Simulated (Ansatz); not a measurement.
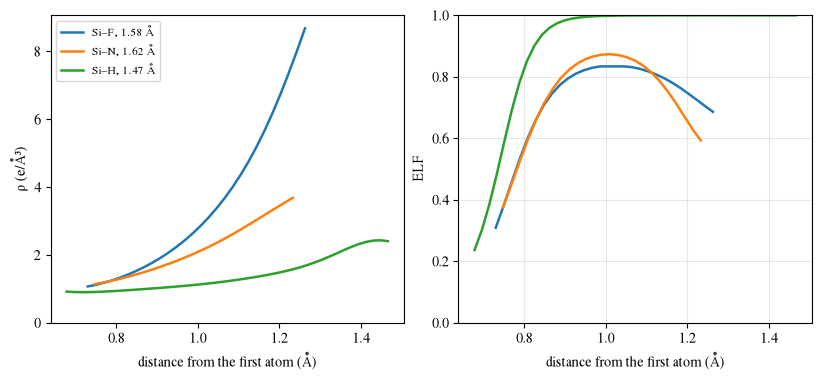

The picture shows: FHNSi2 (SMILES F[SiH]=[N+]=[Si]) (charge +1). Electron density and ELF along straight lines between neighbouring atoms. The curves leave out the atomic cores.

Geometry: PBE0-D3(BJ)/def2-SVP.

Method: isolated molecule in a Gaussian basis; Kohn-Sham density functional theory, functional PBE0 (Ansatz 0.2.0).

```xyz
5

F     0.9381    1.1642   -0.9069
N    -0.6157   -0.2203    0.9357
Si    0.0681   -0.0958   -0.5246
Si   -1.2827   -0.3076    2.4056
H    -0.0196   -1.0680   -1.6182
```

Q: Compare the contacts.

A: Si–F (1.58 Å): ρ at the midpoint is about 1.2 e/Å³; the ELF peaks at about 0.85 in the valence shell of F, 0.6 Å from its nucleus, and is about 0.55 at the midpoint.
Si–N (1.62 Å): ρ is about 1.3 e/Å³ halfway; the ELF peaks at about 0.85 between the atoms, as expected for a polar covalent bond.
Si–H (1.47 Å): the density is about 0.9 e/Å³ at the midpoint; the ELF climbs to about 1 towards the hydrogen, as it does in any bond to H.
